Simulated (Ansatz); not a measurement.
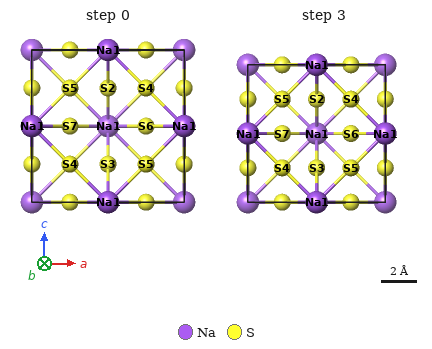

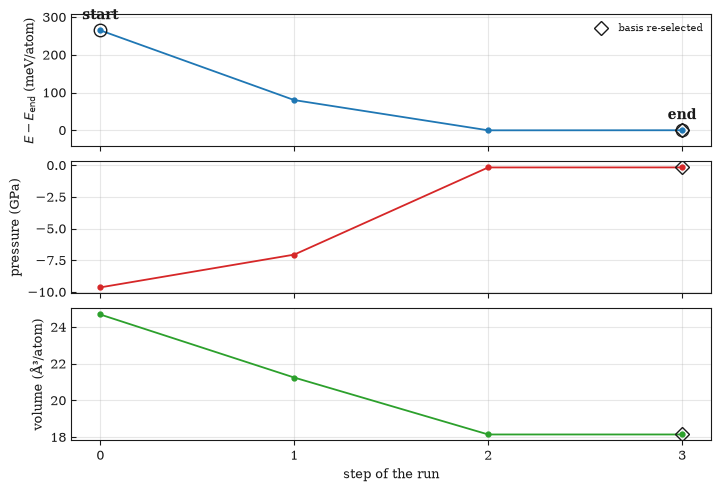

First and last geometry of a relaxation of a crystal of NaS6 (a generated structure, set up in Fm-3m) (coarse preliminary run), with the history of the run. Style: ball-and-stick. Shown: the conventional cell (4 times the calculation's cell), along the b axis. Lengths and directions refer to the drawn axes.

Computed with Ansatz, DFT PBE, scalar-relativistic, plane waves, PAW. Set-up: plane-wave cutoff 420 eV; k-point mesh 4 × 4 × 4; occupations gaussian; smearing width 0.1 eV; no spin polarisation; cell and atoms relaxed; force threshold 0.04 eV/Å; at most 70 steps.

> What do the curves and the structures tell?

It converged. Over 2 accepted moves (3 points after the start) the energy falls by 265 meV per atom. All forces vanish by symmetry, so only the cell relaxes. Pressure: −9.64 GPa at the start and −0.17 GPa at the end. At 1 point the geometry stayed and the basis and grid were re-selected for the new cell (energy shift of 0.2 meV per atom at most each time). No atom moves by more than 0.005 Å relative to the cell. The volume changes by −26.5 %, with a = b = c 8.841 → 7.979 Å (−9.8 %). Near-neighbour distances that change, for instance: Na1–S2 3.126 → 2.821 Å, S2–S4 3.126 → 2.821 Å. The space group stays Fm-3m (No. 225).
